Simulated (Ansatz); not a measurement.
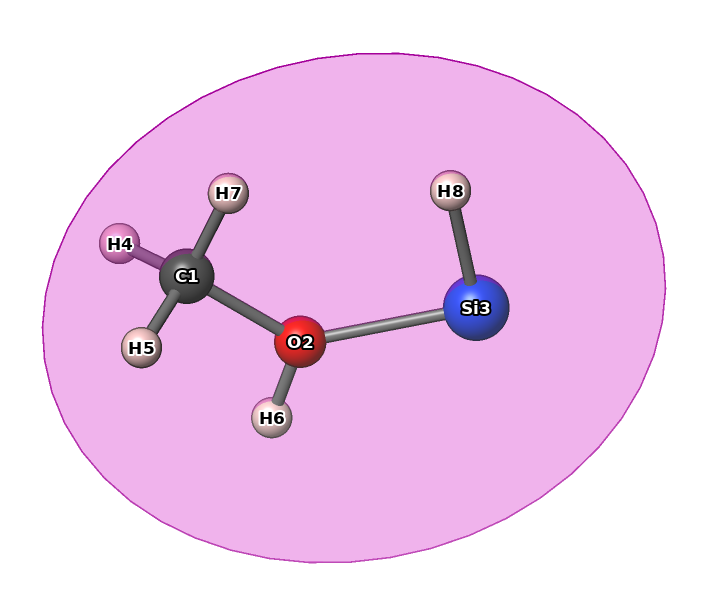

A disc through the centre of mass is drawn in. Distant atoms are faded towards the background colour. State: charge +1, singlet. The geometry was computed by an optimisation with PBE0-D4/def2-TZVP. No frequency run is at hand to confirm it as a minimum.

> Is the plane of the disc a mirror plane of the structure?

Yes. The reflection leaves C1, O2, Si3, H6, H7, H8 in place and moves H4 ↔ H5. The point group is Cs.
